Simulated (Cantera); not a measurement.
A closed system holds: 1 mol Ti(OiPr)4, 0.16 mol C3H8, 1.6 mol H2, at 11.0 Pa.

Method: chemical equilibrium by Gibbs-energy minimisation in Cantera with the NASA 1993 tables (ideal gas, pure condensed phases). Candidate condensed phases: C, C6H6, C7H8, C8H18, H2O, Ti, TiC, TiO, TiO2, Ti2O3, Ti3O5, Ti4O7; 113 gas species. The feed counts by its element totals alone. TiC: taken at fixed stoichiometry. The numbers say what is thermodynamically allowed, not how fast it happens.

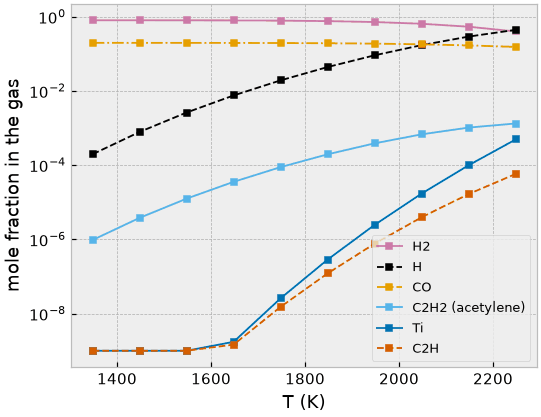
Equilibrium gas composition (values under 1e-9 drawn at 1e-9)

**Question.** Read off the mole fractions at 2148 K.

**Answer.** H2 about 0.54, H about 0.29, CO about 0.17, C2H2 (acetylene) about 0.0010, Ti about 1.0e-4, C2H about 1.7e-5.
